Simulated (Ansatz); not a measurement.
# Pressure series in Be

The reference is Be in the hcp (Mg type) structure (space group P6_3/mmc, No. 194).

```
CELL_PARAMETERS angstrom
      2.26472     0.00000     0.00000
     -1.13236     1.96131     0.00000
      0.00000     0.00000     3.56124
ATOMIC_POSITIONS crystal
  Be 0.33333 0.66667 0.75000
  Be 0.66667 0.33333 0.25000
```

Cell and atoms are relaxed at each pressure.

The values are results of Kohn–Sham DFT with the PBE functional, run in Ansatz (an electronic-structure program) with PAW and 420 eV plane waves, no spin-orbit coupling, not measurements.

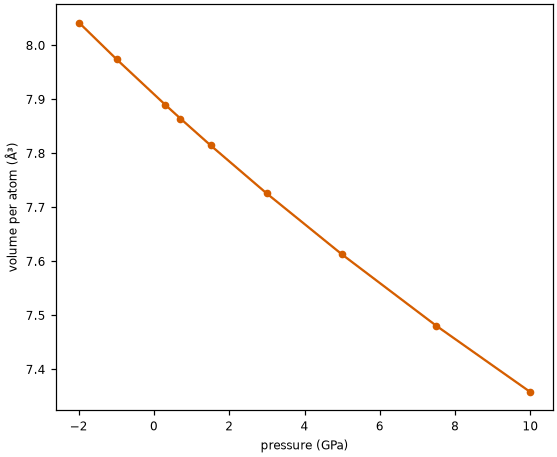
Fig. 1. Volume against pressure

Question: Estimate the zero-pressure bulk modulus from the plot.

Answer: About 120 GPa; a third-order Birch–Murnaghan fit to the points gives V₀ = 7.91 Å³/atom, B₀ = 123 GPa and B₀′ = 3.3.

Load acts through the strain it causes; cell and atoms are relaxed under it. Whether these cells are dynamically stable was not tested. No other phases were tried under pressure.
